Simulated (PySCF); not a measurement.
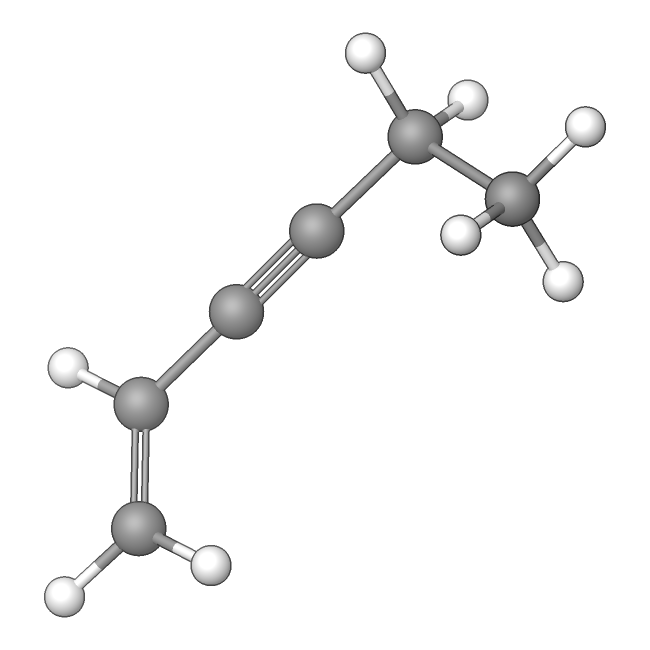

Double and triple bonds are drawn as two and three sticks. Colours: carbon grey, hydrogen white.

The geometry was computed by an optimisation with GFN2-xTB. No frequency run is at hand to confirm it as a minimum.

Count the atoms of each element.

Answer. C₆H₈, 14 atoms: 6 carbon and 8 hydrogen.

What is the point group of this geometry?

Answer. Cs.

Name some functional groups or characteristic bonds that it holds.

Answer. Among them: alkene, alkyne.

What is its SMILES?

Answer. C=CC#CCC

More results for the same structure follow; atom numbers are the same in all pictures, views and colours differ.

### NMR shielding

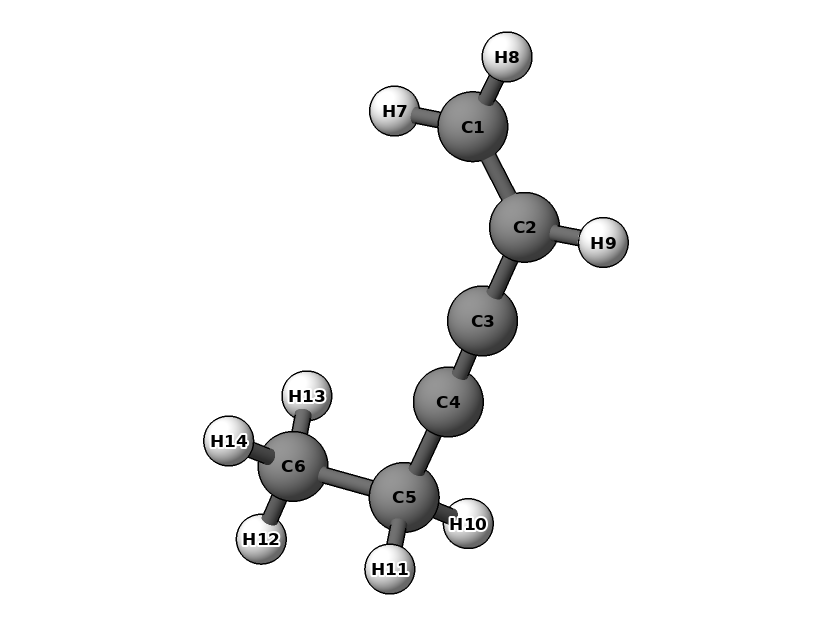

No frequency run is at hand to confirm it as a minimum. Properties computed with GIAO PBE0/pcSseg-1 NMR shielding, non-relativistic, gas phase (PySCF 2.14.0). Principal shieldings σ11 ≤ σ22 ≤ σ33, span Ω = σ33 − σ11, skew κ = 3(σiso − σ22)/Ω.

Which C atom has the most anisotropic shielding?

Answer. C3, with a span of 261 ppm.

Give the shielding tensors of the C atoms.

```
atom    σ11    σ22    σ33   σiso      Ω      κ
  C1  −71.8   66.6  163.9   52.9  235.7  −0.17
  C2  −53.6   73.0  164.0   61.1  217.6  −0.16
  C3   12.7   15.5  273.2  100.5  260.5   0.98
  C4    7.1   21.9  221.1   83.3  214.0   0.86
  C5  162.0  170.0  179.2  170.4   17.2   0.08
  C6  157.2  165.8  186.6  169.9   29.4   0.42
```

Shieldings and span in ppm.

### Excitation

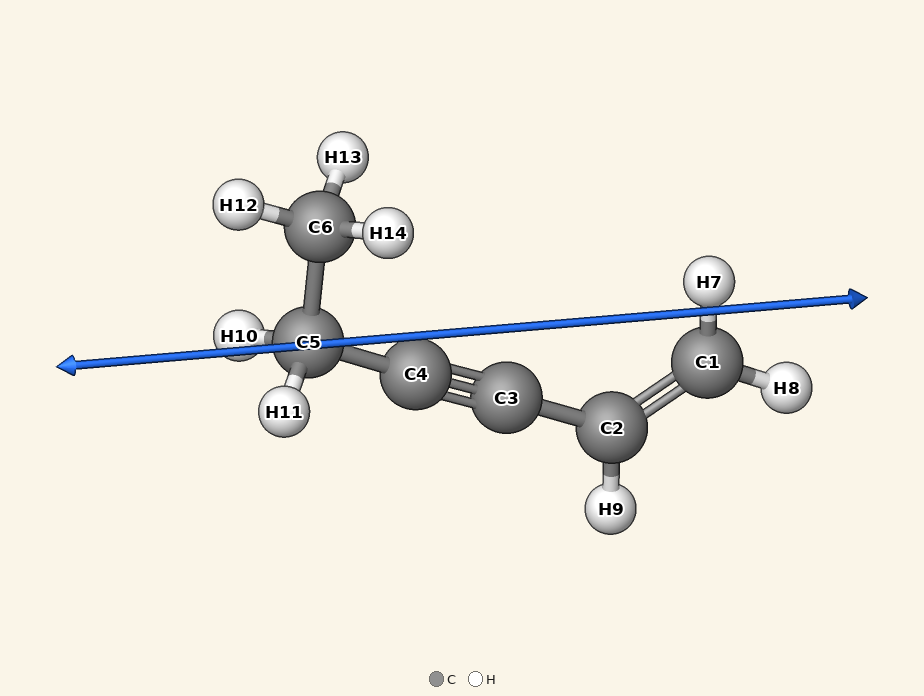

The double arrow shows the direction of the transition dipole to excited singlet state 2 (its length means nothing). No frequency run is at hand to confirm it as a minimum. Level of theory: TDDFT PBE0/def2-SVPD, vertical, gas phase, core orbitals frozen in the response (PySCF 2.14.0).

Give its energy, strength and character.

Answer. 5.52 eV (225 nm), oscillator strength 0.33, mainly HOMO → LUMO (weight 0.87); transition dipole 3.96 D.

### Polarisability

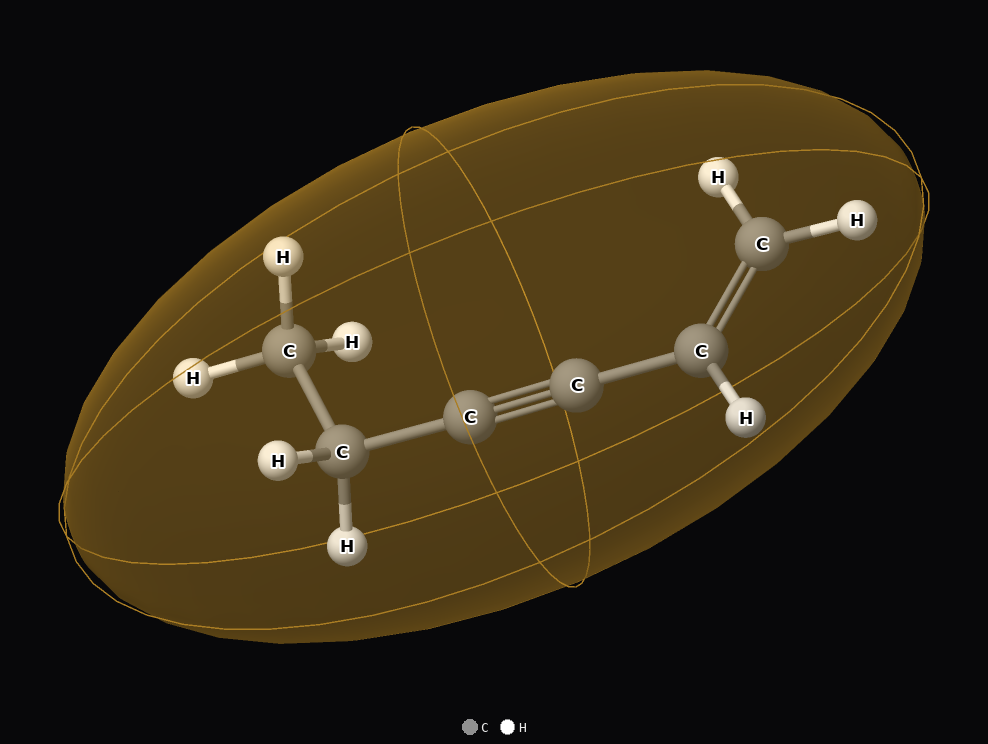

The ellipsoid shows the static dipole polarisability: its half-axes are proportional to the principal values. No frequency run is at hand to confirm it as a minimum. Method: PBE0/def2-SVPD (PySCF 2.14.0).

How large and how anisotropic is the polarisability?

Answer. Principal values 50.6, 64.0, 115.7 bohr³; mean 76.8 bohr³ (11.38 Å³); anisotropy 59.5 bohr³, so the longest axis is 2.29 times the shortest.

### Charges

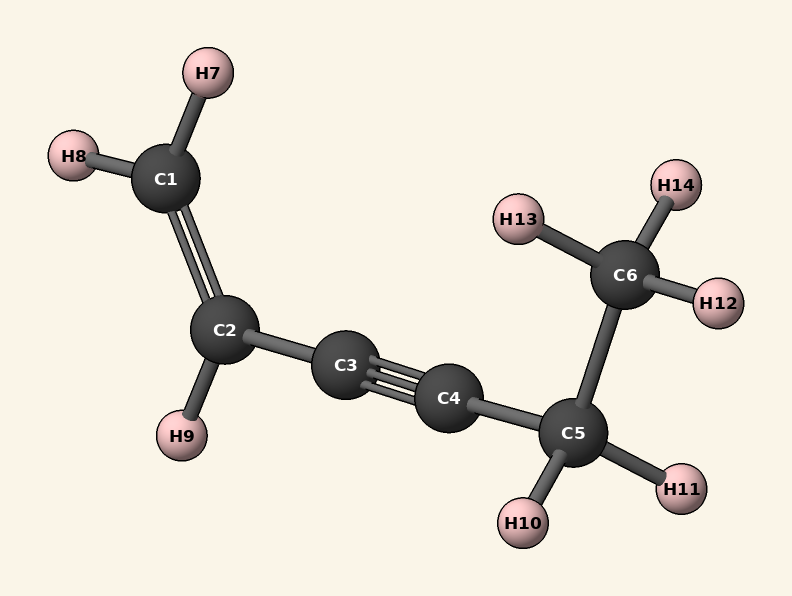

The questions are on IAO charges. No frequency run is at hand to confirm it as a minimum. Properties computed with PBE0/pcSseg-1, gas phase (PySCF 2.14.0).

List the IAO charges.

| atom | value (e) |
| --- | --- |
| C1 | −0.29 |
| C2 | −0.15 |
| C3 | −0.07 |
| C4 | −0.04 |
| C5 | −0.27 |
| C6 | −0.41 |
| H7 | 0.16 |
| H8 | 0.15 |
| H9 | 0.17 |
| H10 | 0.16 |
| H11 | 0.16 |
| H12 | 0.14 |
| H13 | 0.15 |
| H14 | 0.15 |
